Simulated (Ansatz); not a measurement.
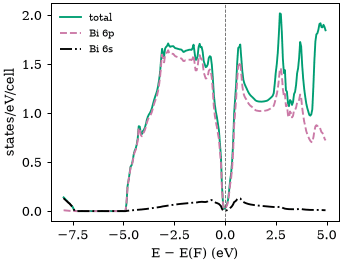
Total and projected density of states of Bi (A7 (α-As type), R-3m), plane-wave PAW PBEsol (Ansatz code)

Q: Which orbitals carry the states next to the Fermi level?

A: Within 0.5 eV of the Fermi level: Bi 6p 88 %, Bi 6s 9 %. Projections are on Löwdin-orthogonalised atomic valence shells; empty p or d shells of many metals are not among them.

Q: Where is the tallest occupied peak in this window, and what makes it?

A: Near -2.8 eV, about 1.7 states/eV per cell; the largest projected share is Bi 6p.

The cell was relaxed with PBEsol under the symmetry of its start. Scalar-relativistic: spin–orbit coupling is off unless named, which matters more the heavier the elements.

Potentials: the later of the program's two PAW sets.
